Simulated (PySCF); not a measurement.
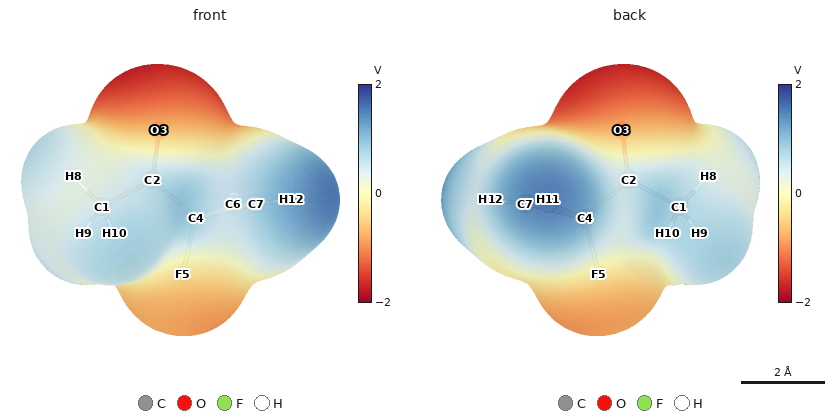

The picture shows: C5H5FO (SMILES CC(=O)C1(F)C=C1). The electrostatic potential painted on the density surface at 0.002 e/bohr³, seen from the front and from behind; the colour scale runs from red (negative) to blue (positive).

Geometry: GFN2-xTB.

Theory: PBE0/pcSseg-1, SCF density, gas phase, non-relativistic (PySCF 2.14.0).

```xyz
12

C     1.6728   -0.2284   -0.8768
C     0.6368   -0.4736    0.1815
O     0.7757   -1.2388    1.1067
C    -0.6258    0.3012    0.0369
F    -0.6466    1.1412   -1.0702
C    -1.9458   -0.2314    0.5024
C    -1.4402    0.7263    1.2195
H     2.5538   -0.8331   -0.6837
H     1.2578   -0.4701   -1.8533
H     1.9364    0.8273   -0.8877
H    -2.7062   -0.9338    0.2709
H    -1.4677    1.4126    2.0278
```

> Describe the electrostatic potential map.

The most negative region (about −1.7 V) lies over O3, the most positive (about +1.6 V) over H11 and H12. O3 is the likeliest acceptor of a hydrogen bond.
